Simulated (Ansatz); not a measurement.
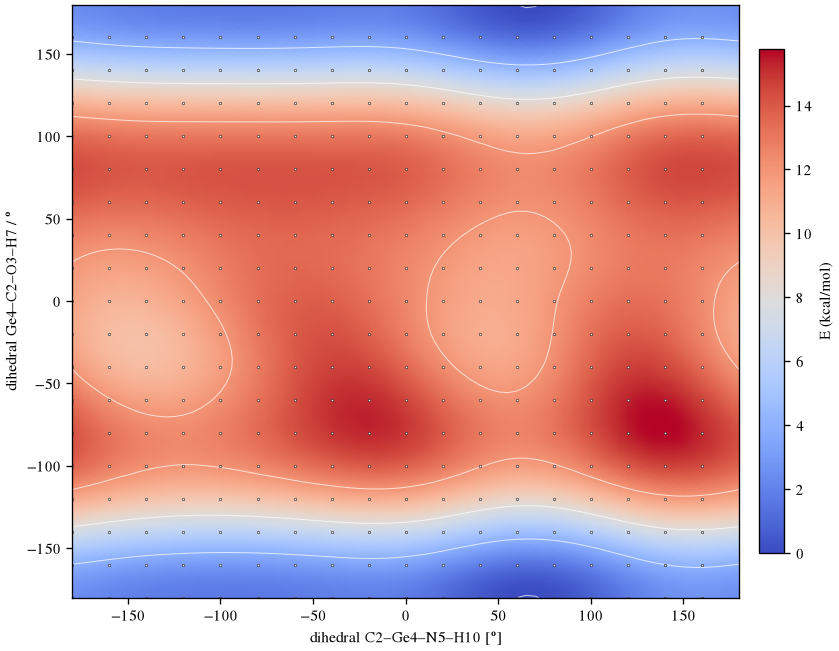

Energy landscape of CH₆GeN₂O, SMILES N=[C](O)[GeH2][NH2]. 
- The first coordinate is: dihedral C2–Ge4–N5–H10; the second: dihedral Ge4–C2–O3–H7.
- Nothing is relaxed (all other coordinates rigid).
- Grid: 18 × 18 points.
- Points are written as (first, second).
- Energies are in kcal/mol, from the lowest grid point.
- The calculation used RHF/def2-SVP (Ansatz 0.2.0).

Drawn: a smooth colour map with a few white contour lines, dots at the grid points. Between grid points the surface is interpolated. 

### Summarise what can be read from the map.

The lowest grid point is at (60°, −180°). Higher local minima lie near (−140°, −20°) (10.1 kcal/mol above the lowest at that grid point); (40°, −20°) (11.0 kcal/mol above the lowest at that grid point). The highest grid point, (140°, −80°), lies 15.8 kcal/mol above the lowest. Round the minimum the two coordinates are nearly uncoupled.

The input of one point:

```yaml
crystal:
  periodic: [false, false, false]
  atoms:
    - { symbol: "N", position_ang: [0.340875, 0.792664, 2.046676] }
    - { symbol: C, position_ang: [0.00195, 0.764536, 0.843379] }
    - { symbol: O, position_ang: [-0.008196, 1.89694, 0.131068] }
    - { symbol: Ge, position_ang: [-0.564316, -0.800135, -0.251905] }
    - { symbol: "N", position_ang: [0.417466, -1.015694, -1.768595] }
    - { symbol: H, position_ang: [0.313149, -0.11501, 2.477026] }
    - { symbol: H, position_ang: [0.26834, 2.610732, 0.695985] }
    - { symbol: H, position_ang: [-2.025073, -0.589815, -0.651117] }
    - { symbol: H, position_ang: [-0.378299, -2.035009, 0.635958] }
    - { symbol: H, position_ang: [1.404436, -1.160717, -1.66459] }
    - { symbol: H, position_ang: [0.248844, -0.366349, -2.514481] }
basis:
  gaussian: { orbitals: def2-SVP }
hamiltonian:
  xc: hf
output:
  forces: true
```

Each point was launched as `ansatz run input.yaml --threads 1 --pin off --max-ram 2560MiB --backend cpu --events-out ev --progress --plain --runs-dir out`. The whole map (324 points run) took 22 min on 1 thread of Arm Neoverse V1 (shared host).
